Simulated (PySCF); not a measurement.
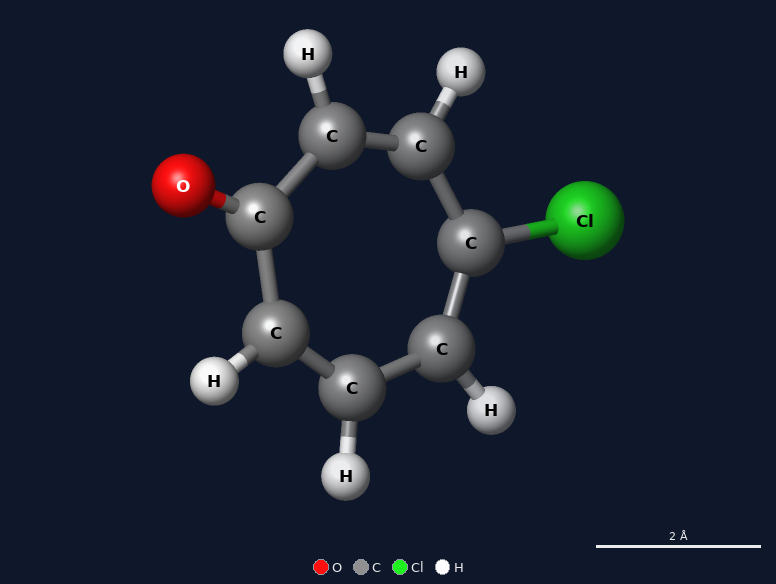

Rendered structure (ball-and-stick style).

The computed structure is the end point of a GFN2-xTB optimisation. No frequency run is at hand to confirm it as a minimum.

Count the atoms of each element.

C7H5ClO, 14 atoms: 7 carbon, 5 hydrogen, 1 chlorine and 1 oxygen.

Describe its rings.

Independent rings (smallest set): 1 of 7 members, 1 of them aromatic.

How many bonds of each kind are drawn?

7 C–C, 5 C–H, 1 C–O, 1 C–Cl.

Name functional groups in it.

Among them: C–Cl bond.

Give the symmetry (Schoenflies symbol).

Cs.

The parts below concern this one geometry. Atoms keep their numbers from picture to picture.

## Dipole moment

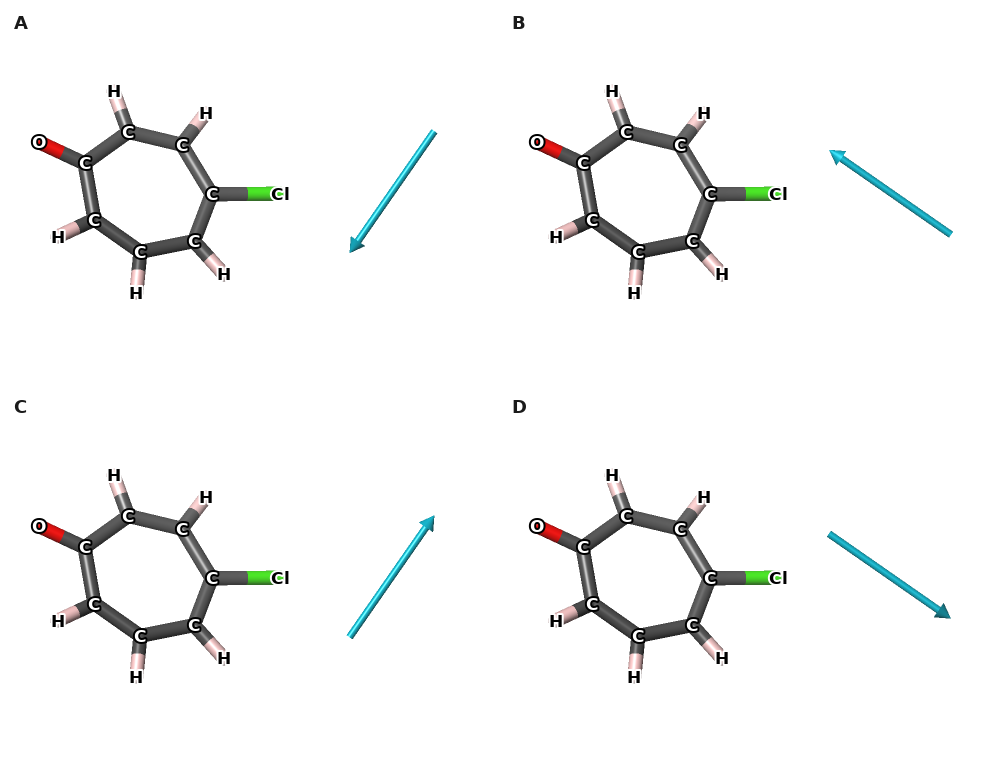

The same molecule four times, each with an arrow. No frequency run is at hand to confirm it as a minimum. Method: PBE0/pcSseg-1, gas phase (PySCF 2.14.0).

Which arrow points along the dipole moment, from the negative to the positive end?

D. The dipole moment is 3.13 D.

## NMR shielding

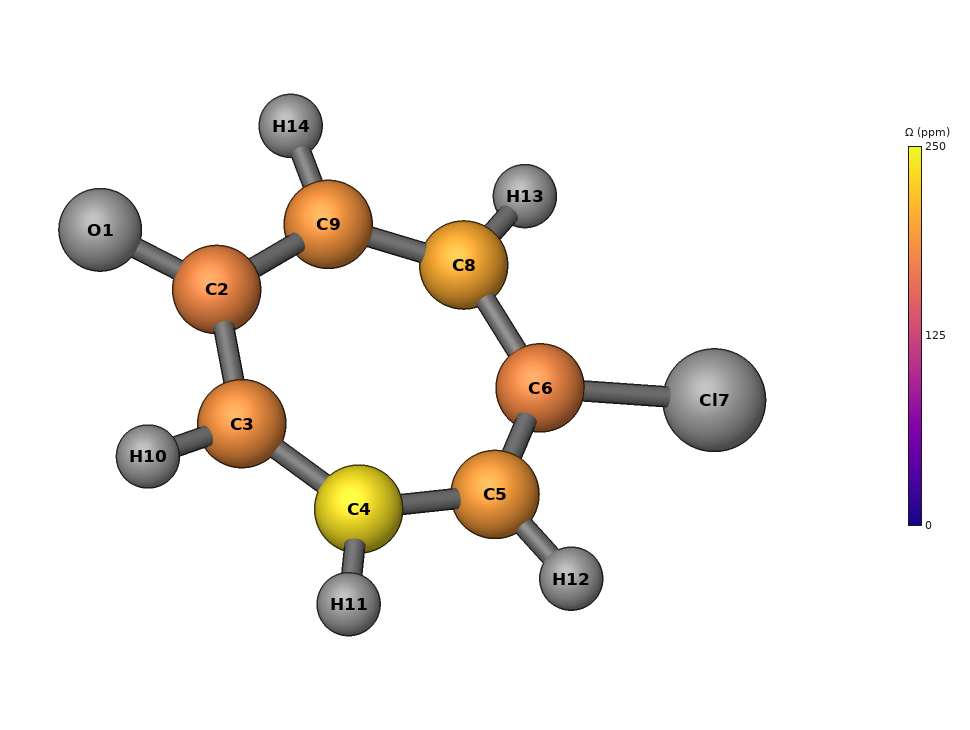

The C atoms are coloured by the span of their shielding tensor. No frequency run is at hand to confirm it as a minimum. Properties computed with GIAO PBE0/pcSseg-1 NMR shielding, non-relativistic, gas phase (PySCF 2.14.0). Principal shieldings σ11 ≤ σ22 ≤ σ33, span Ω = σ33 − σ11, skew κ = 3(σiso − σ22)/Ω.

Which C atom has the most anisotropic shielding?

C4, with a span of 237 ppm.

Give the shielding tensors of the C atoms.

```csv
atom,σ11,σ22,σ33,σiso,Ω,κ
C2,−81.7,−17.3,98.0,−0.4,179.7,0.28
C3,−57.4,31.9,128.6,34.4,186.0,0.04
C4,−71.8,53.1,165.2,48.8,237.1,−0.05
C5,−54.0,54.5,139.9,46.8,193.9,−0.12
C6,−68.1,52.4,112.3,32.2,180.5,−0.34
C8,−62.8,56.3,140.7,44.7,203.4,−0.17
C9,−57.7,30.2,131.1,34.5,188.8,0.07
```

Shieldings and span in ppm.

## Excitation

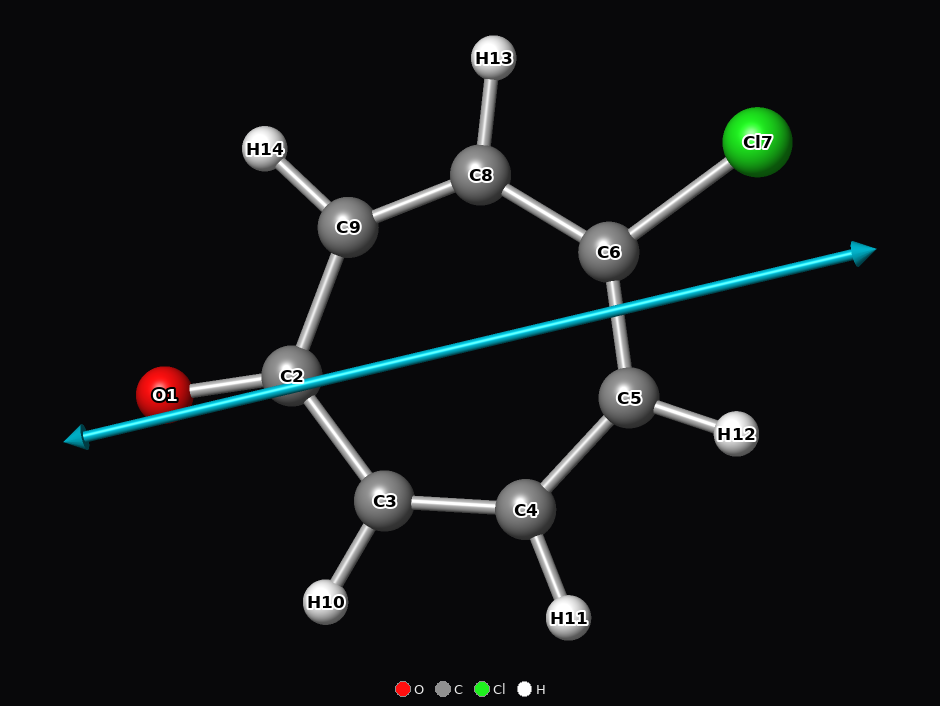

The double arrow shows the direction of the transition dipole to excited singlet state 4 (its length means nothing). No frequency run is at hand to confirm it as a minimum. Level of theory: TDDFT PBE0/def2-SVPD, vertical, gas phase, core orbitals frozen in the response (PySCF 2.14.0).

How is the transition polarised?

In the molecular plane, nearly parallel to the O1–C2 bond.

Where does the transition lie, and how strong is it?

4.52 eV (274 nm), oscillator strength 0.11, mainly HOMO → LUMO+1 (weight 0.78); transition dipole 2.54 D.

## Polarisability

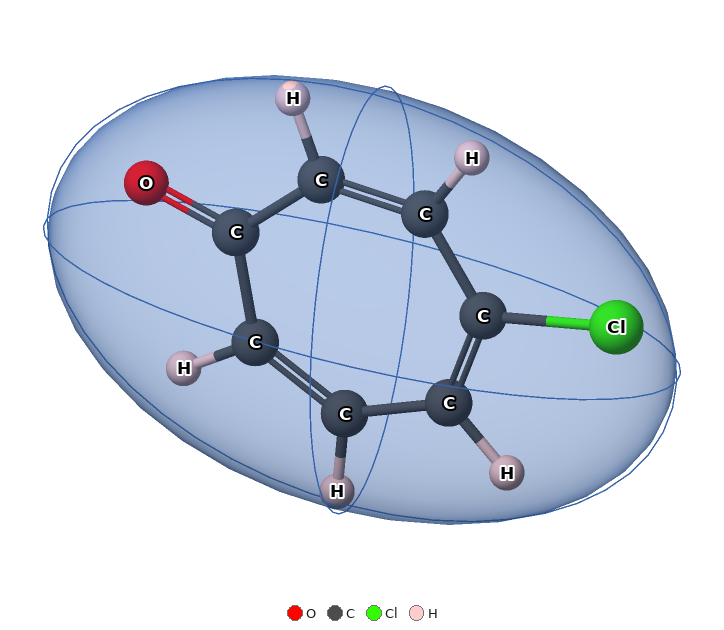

The ellipsoid shows the static dipole polarisability: its half-axes are proportional to the principal values. No frequency run is at hand to confirm it as a minimum. Method: PBE0/def2-SVPD (PySCF 2.14.0).

How large and how anisotropic is the polarisability?

Principal values 55.7, 104.8, 150.6 bohr³; mean 103.7 bohr³ (15.37 Å³); anisotropy 82.2 bohr³, so the longest axis is 2.70 times the shortest.
